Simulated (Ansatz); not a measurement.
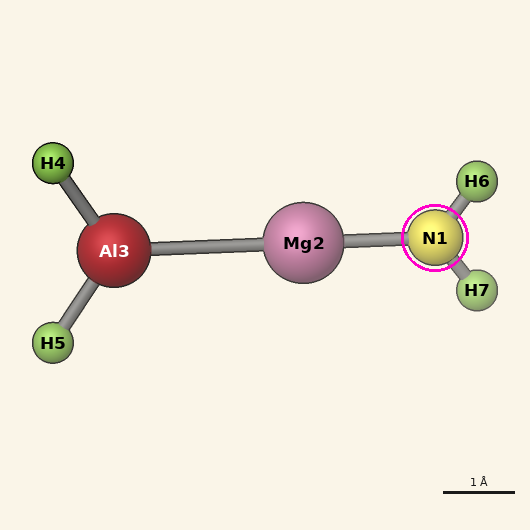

Orthographic view. Distant atoms are faded towards the background colour. The geometry was computed by an optimisation with PBE0-D4/def2-TZVP. No frequency run is at hand to confirm it as a minimum.

> Name the neighbours of the circled atom.

The circled atom is N1; it is bonded to Mg2, H6, H7.

> What is the shortest path along bonds from the circled atom to H5?

N1–Mg2–Al3–H5, 3 bonds; through space the two are 5.65 Å apart.

> Which atom is nearest the viewer?

H4, 0.8 Å in front of the mean position.
